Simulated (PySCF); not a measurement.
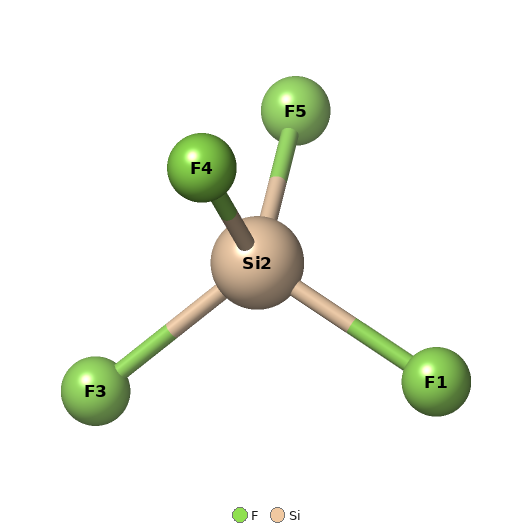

The computed structure is the end point of a GFN2-xTB optimisation. No frequency run is at hand to confirm it as a minimum. Method: delta-SCF UKS SCAN, pcX-2 on the ionised atom, pcseg-1 elsewhere, spin-free X2C (PySCF 2.14.0).

Give the core-electron binding energies (to vacuum; p and d levels without spin–orbit splitting) of F1 1s, Si2 1s, Si2 2p.

```
atom  level  binding energy (eV)
  F1     1s                694.5
 Si2     1s               1852.2
 Si2     2p                112.0
```

The geometry is semi-empirical. Around Si such bond lengths and angles can be off by a tenth of an ångström or more and by several degrees, and values that hang on the shape move with them.
